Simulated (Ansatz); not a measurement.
# Work function of Au by crystal face

How much does the work function of Au differ between its low-index faces, and does the functional change the order?

Measured values are compiled ones, as quoted in “Properties of real metallic surfaces: Effects of density functional semilocality and van der Waals nonlocality” (2017, arxiv:1702.08515) and “Anisotropic work function of elemental crystals” (2019, arxiv:1902.07811).

Set-up. Ansatz 0.2.0, plane waves with PAW datasets (its set soft_2) at their recommended cutoffs; symmetric slabs of 7 layers (11 for bcc (111)) cut at the tabulated experimental lattice constant, atoms at bulk places, 18 Å of vacuum, k-spacing 0.16 Å⁻¹ (2π included), Fermi-Dirac smearing of 0.1 eV, SCF threshold 1e-9 eV; spin-polarised where the metal is Fe, Co or Ni. The work function is the vacuum level less the Fermi level; differences are formed before rounding.

Results:

| face | atoms per nm² | LDA (eV) | PBEsol (eV) | r2SCAN (eV) | PBE (eV) | RPBE (eV) | PBE, relaxed (eV) | measured (eV) |
| --- | --- | --- | --- | --- | --- | --- | --- | --- |
| (111) | 13.9 | 5.58 | 5.31 | 5.18 | 5.16 | 4.98 | 5.27 | 5.33* |
| (100) | 12.0 | 5.49 | 5.21 | 5.09 | 5.07 | 4.89 | 5.10 | 5.22* |
| (110) | 8.5 | 5.35 | 5.07 | 4.95 | 4.94 | 4.77 | 4.94 | 5.16* |

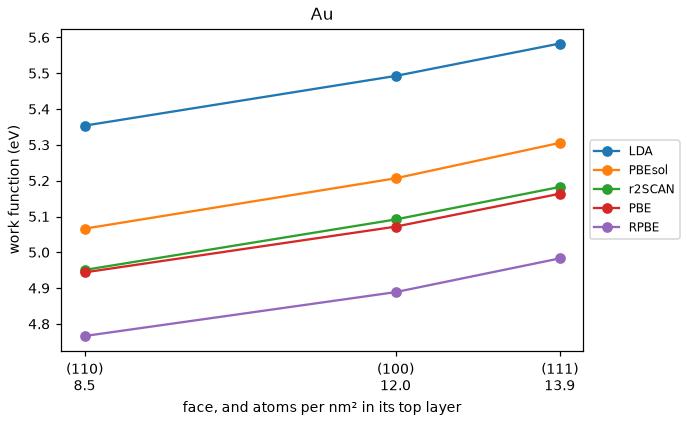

Work function against the density of the top layer.

**Reading.** With PBE the work function runs from 5.16 eV on (111) to 4.94 eV on (110). It falls with the atom density, as Smoluchowski smoothing would have it: on an open face electrons flow from the ridges into the troughs, which weakens the surface dipole. All functionals in the table give the same order. LDA lies 0.41 to 0.42 eV above PBE. Relaxing all layers with PBE (forces under 0.01 eV/Å) moves the values by −0.01 to +0.11 eV.

**Limits.** Slabs this thin leave size errors that can reach a tenth of an eV or more. Compiled measured values differ between sources by a tenth of an eV or more. A star marks a face that reconstructs in experiment, which these slabs don't, so it is no test. The functionals share one unrelaxed geometry at the tabulated experimental lattice constant; the relaxed column keeps that in-plane lattice, which is not PBE's own. Spin-orbit coupling is left out.
